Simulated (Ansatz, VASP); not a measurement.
# Cross-check of HgSb between VASP and Ansatz, part 2 of 2

One calculation is typed for both programs; each brings its own data sets and cutoff. How far apart do they land? The cell is invented: As first built, before any earlier steps moved the atoms: it takes the MgSb structure with some of its atoms replaced by other elements, volume scaled by an estimate. It may not be a known or stable phase. The cell comes out of the VASP series on this material, whose earlier steps may have relaxed, scaled or displaced it; both programs get it as it stands.

VASP 6.6.1 and Ansatz 0.2.0.

So far: The structure; VASP: band structure, HSE06.

**3. Ansatz: band structure, HSE06**

Level of this step: Ansatz beside VASP: Kohn-Sham DFT, plane waves, HSE06 (Ansatz).

Ansatz runs on its default PAW (the set named soft_2) files.

The same cell, functional, mesh and smearing now go to Ansatz, which takes its cutoff from its data sets.

File input.yaml:

```yaml
crystal:
  lattice:
    - [2.0235248969, 1.1682822931, 3.7191830794]
    - [-2.0235248969, 1.1682822931, 3.7191830794]
    - [0.0, -2.3365645861, 3.7191830794]
  atoms:
    - { symbol: Hg, position: [0.0, 0.0, 0.0] }
    - { symbol: Sb, position: [0.5, 0.5, 0.5] }
hamiltonian:
  xc: { exchange: pbe, correlation: pbe, exx: { coeff: 0.25, omega: 0.2 } }
  pseudopotentials: { kind: paw }
kpoints:
  mp_grid: { grid: [4, 4, 4] }
  band_path:
    path:
      - [0.0, 0.0, 0.0]
      - [0.44444, 0.0, 0.0]
      - [0.5, 0.15497, -0.15497]
      - [0.64864, 0.5, 0.35136]
      - [0.38889, 0.38889, 0.38889]
      - [0.0, 0.0, 0.0]
      - [0.32553, 0.0, -0.32553]
      - [0.54459, 0.45541, 0.0]
      - [0.55946, 0.55946, 0.10331]
      - [0.60405, 0.60405, 0.2919]
      - [0.5, 0.0, 0.0]
      - [0.76755, 0.36622, 0.36622]
    npoints: 1
scf:
  occupations: { method: gaussian, width: 0.05 }
  n_extra_bands: 7
output:
  forces: true
  stress: true
  eigenvalues: true
```

Command:

```
$ ansatz run input.yaml --threads 4 --pin off --max-ram 9216MiB --backend cpu --events-out ev --progress --plain --runs-dir out
```

Numbers of over 12 decimals in the logs are rounded to 6 here.

The log of the run:

```text
Warning: output.stress: scf.convergence.dr2_threshold = 1e-7 eV (the SCF's general default) is looser than the 2e-10 eV advised for a printed stress (1e-10 eV for each atom of the cell: 2). What an SCF threshold leaves in a stress goes as its square root, and in the free energy as the threshold itself, and one threshold admits the most on a small cell: [figures from the program's tests cut] Set scf.convergence.dr2_threshold to 2e-10 eV or tighter. The threshold is an SCF's pass mark: one that does not reach it within its budget of iterations ends unconverged, or closes short of it on a stop that the run arms, and scf.convergence.dr2_threshold's page says what that costs each kind of run
Warning: output.stress: scf.exx.energy_threshold = 1e-6 eV is looser than the 2e-8 eV advised for a stress under a hybrid functional (1e-8 eV for each atom of the cell: 2). Every SCF of the exchange loop can meet its threshold on dr2 while the loop round them stops early: no threshold on dr2 bounds what that leaves in the stress. Set scf.exx.energy_threshold to 2e-8 eV or tighter. The threshold is the loop's pass mark: a loop that does not reach it within its budget of cycles ends unconverged, and scf.exx.energy_threshold's page has the law
scf.n_extra_bands = 7 over 18 filled bands (N_el = 35.0): the run solves 25 bands
Engine: ansatz 0.2.0, aarch64-unknown-linux-gnu
Pseudopotentials: kind: paw
Pseudopotential: Hg, paw, valence charge 20, recommended cutoff 420 eV (normal), Hg.paw.azcp
Pseudopotential: Sb, paw, valence charge 15, recommended cutoff 420 eV (normal), Sb.paw.azcp
Functional definition: unnamed
  parameter a_1 = 0.25
  parameter omega_1 = 0.2/angstrom
  exchange = pbe_x + (-a_1)*pbe_x_sr(omega_1) + a_1*exact_x_sr(omega_1)
  correlation = pbe_c
Crystal: 2 atoms, lattice volume = 52.754 Å³
Basis set: ecut = 420 eV, 1015 PW (Γ), exchange–correlation on 60×60×60 points (8 copies of the dense FFT grid, shifted against one another)
Bands: 25, of which v1, the nominal top of the filled ones, is band 18 counted from 1 (17 counted from 0)
Symmetry: 12 space group operations
Space group: R-3m (ITA 166), of the structure as read, at distance tolerance 3.8e-5 Å
k-points: 13 of 64
Non-local potential: Hg, projectors of the file, l = 0: 3, l = 1: 2, l = 2: 2, l = 3: 1
Non-local potential: Sb, projectors of the file, l = 0: 2, l = 1: 2, l = 2: 2, l = 3: 2
PAW form: soft (Blöchl's): semilocal exchange-correlation on the pseudo side does not see the compensation charge
PAW frozen core: Hg, regenerated for the run's functional, and the local potential with it (the file was generated under x = pbe(κ = 0.804, μ = 0.219515), c = pbe(β = 0.066725))
PAW frozen core: Sb, regenerated for the run's functional, and the local potential with it (the file was generated under x = pbe(κ = 0.804, μ = 0.219515), c = pbe(β = 0.066725))
PAW one-centre angular grid: Hg, 590 points (default); XC on 64 Gauss nodes
PAW one-centre angular grid: Sb, 590 points (default); XC on 64 Gauss nodes
Initial density: superposition of atomic densities (neutral atoms: chi_scale 0, normalization atom), corrected by the library's trained network
Initial wavefunctions: pseudopotential atomic-orbital guess
Functional: x = pbe(κ = 0.804, μ = 0.219515), c = pbe(β = 0.066725), warm-up for x = pbe(κ = 0.804, μ = 0.219515) + 0.25 (exact − pbe) at short range (hse, ω = 0.2 Å⁻¹), c = pbe(β = 0.066725)
SCF iter   1: F=—  HF=-20297.636836 eV  |F-HF|=—  |Δ(HF+E_count)|=         —  Δρ=4.76e-3  dr2=1.66e-2  ethr=1.77e-3  ⟨swp⟩=12.1  Hψ=1553  notcnv=0
preconditioner: auto → none  [insulator: Δε(μ)=0.345 eV  Ē_g=13.246 eV  σ=0.050 eV  W_gap=0.50  n_scr=14 (ndim 8)  ℏωp=21.1 eV  f_vac=0.004  D(μ)=2.14/eV (n_scr^D=14)]
SCF iter   2: F=—  HF=-20297.633335 eV  |F-HF|=—  |Δ(HF+E_count)|=   3.50e-3  Δρ=2.01e-3  dr2=2.30e-3  ethr=4.73e-5  ⟨swp⟩=4.0  Hψ=834  notcnv=0  defer=2
iter 3 solved again at ethr=6.44e-7 eV; its pass at ethr=6.57e-6 eV (dr2=2.25e-4 eV) is discarded
SCF iter   3: F=—  HF=-20297.632767 eV  |F-HF|=—  |Δ(HF+E_count)|=   5.69e-4  Δρ=8.17e-4  dr2=2.23e-4  ethr=6.44e-7  ⟨swp⟩=2.0  Hψ=1194  notcnv=0
SCF iter   4: F=—  HF=-20297.632841 eV  |F-HF|=—  |Δ(HF+E_count)|=   7.47e-5  Δρ=2.36e-4  dr2=1.69e-5  ethr=6.39e-7  ⟨swp⟩=2.9  Hψ=570  notcnv=0
SCF iter   5: F=—  HF=-20297.632854 eV  |F-HF|=—  |Δ(HF+E_count)|=   1.27e-5  Δρ=2.86e-5  dr2=3.68e-7  ethr=4.82e-8  ⟨swp⟩=3.0  Hψ=618  notcnv=0
SCF iter   6: F=—  HF=-20297.632854 eV  |F-HF|=—  |Δ(HF+E_count)|=   2.06e-7  Δρ=1.00e-5  dr2=2.88e-8  ethr=1.05e-9  ⟨swp⟩=4.0  Hψ=736  notcnv=0
SCF iter   7: F=—  HF=-20297.632854 eV  |F-HF|=—  |Δ(HF+E_count)|=   2.89e-8  Δρ=1.50e-6  dr2=8.37e-10  ethr=8.24e-11  ⟨swp⟩=3.0  Hψ=642  notcnv=0
SCF iter   8: F=-20297.632854 eV  HF=-20297.632854 eV  |F-HF|=7.28e-12  |Δ(HF+E_count)|=  4.51e-10  Δρ=3.28e-7  dr2=4.03e-11  ethr=2.39e-12  ⟨swp⟩=3.1  Hψ=700  notcnv=0
SCF 1 converged in 8 iterations: F = -20297.632854 eV  dr2 = 4.03e-11
  greatest PAW one-centre occupation: 1.000 electrons in one spin orbital (limit 2), on the Hg atom at site 0 (counted from 0), in its partial waves of l = 0
Initial density: handed on by an earlier stage of this run
Initial wavefunctions: those handed on with the density
Functional: x = pbe(κ = 0.804, μ = 0.219515) + 0.25 (exact − pbe) at short range (hse, ω = 0.2 Å⁻¹), c = pbe(β = 0.066725)
Exchange kernel: α = 0.2500, screened, ω = 0.2000 Å⁻¹, Wigner–Seitz truncation, v(0) = 1110.4830 eV·Å³, q-mesh 4×4×4, nearest image of the exchange supercell L = 16.19 Å, pair-density grid 18×18×18, without the augmentation charges, whose exchange is taken in its separable form by FFT convolution over the k-point mesh (sized by the pseudopotential files, 24×24×27 at the most), smooth part of the exact exchange by density-matrix convolution
Frozen-core exchange: fock
iter 1 solved again at ethr=7.20e-5 eV; its pass at ethr=1.00e-1 eV (dr2=2.52e-2 eV) is discarded
SCF iter   1: F=—  HF=-20305.128890 eV  |F-HF|=—  |Δ(HF+E_count)|=         —  Δρ=7.77e-3  dr2=2.52e-2  ethr=7.20e-5  ⟨swp⟩=4.1  Hψ=1502  notcnv=0
preconditioner: auto → none  [insulator: Δε(μ)=0.387 eV  Ē_g=15.088 eV  σ=0.050 eV  W_gap=0.50  n_scr=14 (ndim 8)  ℏωp=21.1 eV  f_vac=0.009  D(μ)=2.12/eV (n_scr^D=14)]
SCF iter   2: F=—  HF=-20305.126092 eV  |F-HF|=—  |Δ(HF+E_count)|=   2.80e-3  Δρ=3.61e-3  dr2=2.40e-3  ethr=7.00e-5  ⟨swp⟩=3.1  Hψ=791  notcnv=0
SCF iter   3: F=—  HF=-20305.126291 eV  |F-HF|=—  |Δ(HF+E_count)|=   1.99e-4  Δρ=1.78e-3  dr2=4.99e-4  ethr=6.59e-6  ⟨swp⟩=2.1  Hψ=554  notcnv=0  defer=1
SCF iter   4: F=—  HF=-20305.126251 eV  |F-HF|=—  |Δ(HF+E_count)|=   3.97e-5  Δρ=3.24e-4  dr2=6.48e-5  ethr=1.43e-6  ⟨swp⟩=3.1  Hψ=594  notcnv=0
SCF iter   5: F=-20305.126224 eV  HF=-20305.126225 eV  |F-HF|=1.42e-7  |Δ(HF+E_count)|=   2.66e-5  Δρ=3.14e-5  dr2=2.65e-7  ethr=1.83e-7  ⟨swp⟩=3.0  Hψ=633  notcnv=0
SCF 2 stopped early in 5 iterations: F = -20305.126224 eV  dr2 = 2.65e-7
  greatest PAW one-centre occupation: 1.001 electrons in one spin orbital (limit 2), on the Hg atom at site 0 (counted from 0), in its partial waves of l = 0
hybrid outer 1: dexx = +6.865e-3 eV, tail = 4.42e-5 eV
Exchange kernel: α = 0.2500, screened, ω = 0.2000 Å⁻¹, Wigner–Seitz truncation, v(0) = 1110.4830 eV·Å³, q-mesh 4×4×4, nearest image of the exchange supercell L = 16.19 Å, pair-density grid 18×18×18, without the augmentation charges, whose exchange is taken in its separable form by FFT convolution over the k-point mesh (sized by the pseudopotential files, 24×24×27 at the most), smooth part of the exact exchange by density-matrix convolution
Frozen-core exchange: fock
SCF iter   1: F=—  HF=-20305.126177 eV  |F-HF|=—  |Δ(HF+E_count)|=         —  Δρ=4.92e-5  dr2=6.54e-7  ethr=6.31e-7  ⟨swp⟩=5.3  Hψ=869  notcnv=0
preconditioner: auto → none  [insulator: Δε(μ)=0.384 eV  Ē_g=14.990 eV  σ=0.050 eV  W_gap=0.50  n_scr=14 (ndim 8)  ℏωp=21.1 eV  f_vac=0.005  D(μ)=2.12/eV (n_scr^D=14)]
SCF iter   2: F=—  HF=-20305.126178 eV  |F-HF|=—  |Δ(HF+E_count)|=   2.37e-7  Δρ=2.52e-5  dr2=1.35e-7  ethr=1.78e-9  ⟨swp⟩=3.5  Hψ=702  notcnv=0  defer=2
SCF iter   3: F=—  HF=-20305.126177 eV  |F-HF|=—  |Δ(HF+E_count)|=   2.91e-8  Δρ=4.40e-6  dr2=1.66e-8  ethr=3.84e-10  ⟨swp⟩=3.6  Hψ=652  notcnv=0  defer=3
SCF iter   4: F=-20305.126177 eV  HF=-20305.126177 eV  |F-HF|=2.80e-10  |Δ(HF+E_count)|=   5.47e-9  Δρ=1.22e-6  dr2=5.85e-10  ethr=4.55e-11  ⟨swp⟩=3.8  Hψ=755  notcnv=0  defer=4
SCF 3 converged in 4 iterations: F = -20305.126177 eV  dr2 = 5.85e-10
  Residual-converged pass: ⟨swp⟩=3.0  Hψ=593  notcnv=0  max |occ|·‖R‖ = 2.4e-6 eV (tolerance 2.4e-6 eV)  dr2=5.92e-10  dr2_onsite=1.21e-10  max |Δocc| = 6.2e-73
hybrid outer 2: dexx = +4.352e-7 eV, tail = 1.75e-8 eV, Δε = 2.27e-3 eV (about 5.59e-5 eV left of the loop's levels)
NSCF: frozen V_eff on 12 k-points
hybrid SCF converged: 2 outer / 9 inner (+8 warm-up), last move |dexx| = 4.35e-7 eV, tail = 1.75e-8 eV
Stability not checked: this state was not tested for a lower state beside it, because the functional holds exact exchange (a hybrid, or Hartree-Fock), whose exchange loop this test does not read (fock_operator; see scf.lower_state_search)
Free energy (F): -20305.126178 eV
Frozen-core exchange: fock
Harris-Foulkes:  -20305.126178 eV  (|F-HF|=2.80e-10)
Internal energy: -20305.123533 eV  (E = F + TS)
E sigma→0 (E₀):  -20305.124855 eV
Entropy (-TS):   -0.002645 eV (-1.322 meV/atom)
Fermi energy:    12.363172 eV
--- Per-component energies (eV) ---
  E_band       = -658.035623
  E_kinetic    = 809.440586
  E_local      = -4280.758614  (includes V_loc(G=0)·N_el)
  E_nonlocal   = 435.339458
  E_hartree    = 1879.058281
  E_xc         = -286.602766
  E_vxc        = -285.015420  (∫ρ·V_xc dr)
  E_exx        = -118.480662  (= α·E_x^exact, valence–valence)
  E_paw        = -14481.097871  (= ΣΔE_a)
  E_vpaw       = -858.199518  (= ΣTr[D̂ρ^β])
  E_aug_tail   = 0.000939  (compensation charges beyond the density's cutoff)
  E_ewald      = -4260.216892
  E_core_change = -1.805991  (= ΣΔE_core)
  E_smearing   = -0.002645  (= −TS)
  E_closure    = -0.000001  (closes the sum)
  Σ components = -20305.126178   (vs F -20305.126178, Δ=0.00e0)
--- Forces (eV/Å), atoms counted from 1 ---
  atom   1  Hg     0.00000000    -0.00000000    -0.00000000
  atom   2  Sb    -0.00000000     0.00000000     0.00000000
  max |Σ_I F_I| component: 8.41e-30 eV/Å
--- Stress (GPa, compression-positive) ---
        0.558564      -0.000000       0.000000
       -0.000000       0.558564      -0.000000
        0.000000      -0.000000      -2.952068
  P = ⅓ Tr σ = -0.6116 GPa (-6.116 kbar)
--- Band table (eV; the first three rows and the last of 13) ---
  k-point 0: bands = [... 14 lower, 3.5812, 11.4535, 12.9681, 13.1703, 13.1703, 19.8268, 20.4412, 21.0172, ... 3 higher]
  k-point 1: bands = [... 14 lower, 3.6729, 8.4246, 12.3632, 13.4066, 15.5542, 17.6704, 18.1141, 18.4310, ... 3 higher]
  k-point 2: bands = [... 14 lower, 3.8080, 5.6679, 13.4890, 13.8351, 14.9234, 16.1624, 16.6938, 17.1786, ... 3 higher]
  k-point 12: bands = [... 14 lower, 3.6954, 4.9525, 14.3229, 14.3229, 16.4938, 17.2820, 17.2820, 18.4925, ... 3 higher]
```

The job ended after 26 s (4 threads of Arm Neoverse V1, shared host; peak memory 0.86 GiB).

Reading the cycles: dr2 is the Hartree energy of the density residual (eV), the measure of convergence; HF is the Harris–Foulkes estimate of the energy, which meets the free energy F at convergence.

**4. Comparison**

Known differences besides the PAW data sets themselves: exact exchange at q = 0 is treated differently, which shows on coarse meshes; VASP keeps PBE cores, Ansatz makes them for the functional; the data sets hold 35 valence electrons in Ansatz (default PAW (the set named soft_2) files) and 17 in VASP; the cutoff is 420 eV in Ansatz and 400 eV in VASP; VASP takes a coarser grid for exact exchange (PRECFOCK = Fast). Total energies have different zeros and are not compared.

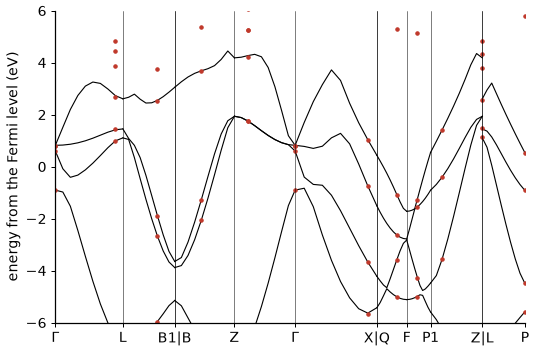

Bands from VASP (lines) and levels from Ansatz (dots). Dots without a line are higher empty bands that the VASP plot leaves out.

Levels from 3 eV below to 2 eV above the Fermi level differ by 12 meV r.m.s. and 24 meV at most; each VASP level is matched to the nearest of Ansatz, which flatters the figure a little.

**5. What came out**

```
r.m.s. difference of levels near the Fermi level (band structure, HSE06) : 12 meV
```

What this shows: The r.m.s. difference of levels near the Fermi level is 12 meV (band structure, HSE06), within the 80 meV picked in this series as the mark of a large difference. Differences of this kind measure data sets and numerical settings, not the functional's error against experiment.

[Lines on the potential files, build, host, timing and source positions are cut from VASP's logs without a mark.]

[Logs are printed without paths, hosts, clocks, repeated set-up lines and the standing remarks that a program may print on its own settings, such as how far it seeks lower states.]

[Hosts, paths, dates, database ids (printed as entryN), source tags and the programs' standing remarks are cut or masked in the printed files.]
